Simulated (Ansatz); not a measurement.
# How far to go with the plane-wave cutoff: BW2 (I4, 6 atoms in the cell)

```xyz
6
Lattice="-2.7697 2.7697 2.3710 2.7697 -2.7697 2.3710 2.7697 2.7697 -2.3710" Properties=species:S:1:pos:R:3 pbc="T T T"
B      0.0000     0.0000     1.2355
B      0.0000     0.0000     3.5565
W      1.8263     0.9434     2.3710
W      0.9434     1.8263     0.0000
W     -0.9434     1.8263     2.3710
W      3.7131     0.9434     0.0000
```

Computed with PBEsol, default PAW files made with PBE (plane waves; Ansatz, a program for electronic structure).

Base settings: basis.ecutwfc = 420 eV; kpoints.mp_grid.grid = 6 6 6; hamiltonian.xc = pbesol; hamiltonian.pseudopotentials = {kind: paw} (the program's default PAW files); scf.occupations.method = gaussian; scf.occupations.width = 0.1 eV.

The second cell is the first with its lattice scaled by 0.98.

The mesh stays at the base's, so the ladder's end is converged at best in this setting alone.

The first pressure column holds Ansatz's estimate of the finite-basis (Pulay) stress, which hides part of the cutoff error; the other is without it.

Only quantities that move along the ladder and can be compared are tabulated.

The count of work is k-points × plane waves × bands × iterations; it is no time. 

The starting cell comes from a database of computed structures (which also holds hypothetical and non-ambient phases and stackings), without a prior relaxation at this level. Its lattice was rescaled by up to half a per cent. One atom was moved a little off its site on purpose. Spin polarisation is off.

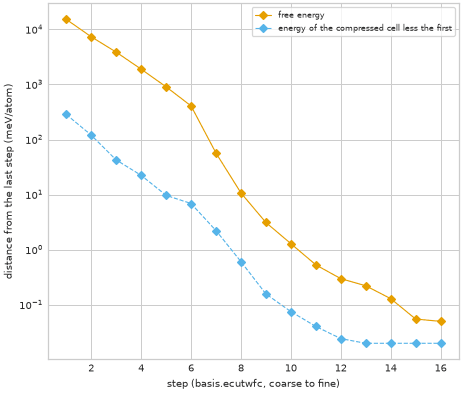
Distance from the last step along the ladder; very small values are drawn at a floor.

```tsv
basis.ecutwfc	free energy less the last step's (meV/atom)	energy of the compressed cell less the first (meV/atom)	pressure (GPa)	pressure without the Pulay estimate (GPa)	largest difference of a force vector from the last step's (eV/Å)	count of work / last
145 eV	15238.67	-233.33	-40.36	-589.23	0.260	0.064
170 eV	7356.18	-67.72	-16.01	-352.34	0.377	0.068
190 eV	3874.27	10.06	2.21	-216.40	0.249	0.081
210 eV	1900.30	75.16	4.13	-123.51	0.088	0.10
230 eV	908.34	62.46	2.70	-67.97	0.075	0.11
250 eV	408.80	59.63	2.30	-34.76	0.059	0.12
295 eV	56.84	54.96	0.96	-5.67	0.020	0.16
335 eV	10.74	53.34	0.56	-0.57	0.003	0.19
380 eV	3.12	52.89	0.48	0.25	0.001	0.24
420 eV	1.29	52.81	0.46	0.35	0.000	0.27
460 eV	0.53	52.78	0.45	0.41	0.000	0.31
505 eV	0.30	52.76	0.45	0.44	0.000	0.36
565 eV	0.22	52.75	0.45	0.44	0.000	0.42
630 eV	0.13	52.74	0.45	0.44	0.000	0.50
735 eV	0.06	52.74	0.45	0.44	0.000	0.62
840 eV	0.02	52.74	0.44	0.44	0.000	0.77
1010 eV	0.00	52.74	0.44	0.44	0.000	1.0
```

Coarsest basis.ecutwfc that holds the forces within 0.01 eV/Å of the last step, with all finer ones: 335 eV, at 0.19 of the last step's count of work; the step before is off by 0.020 eV/Å.

Coarsest basis.ecutwfc that holds the free energy within 2 meV/atom of the last step, with all finer ones: 420 eV, at 0.27 of the last step's count of work; the step before is off by 3.1 meV/atom.

Coarsest basis.ecutwfc that holds the energy of the compressed cell less the first within 1 meV/atom of the last step, with all finer ones: 335 eV, at 0.19 of the last step's count of work; the step before is off by 2.2 meV/atom.

The energy difference between the two cells stays within 1 meV/atom of the last step's from 335 eV on, the total only from 460 eV on: much of the error is common to both cells and cancels.

At the lowest cutoff the pressure without the Pulay estimate lies 590 GPa under the last step's, the usual sign of Pulay stress in an incomplete plane-wave basis.

Keys are those of Ansatz 0.2.
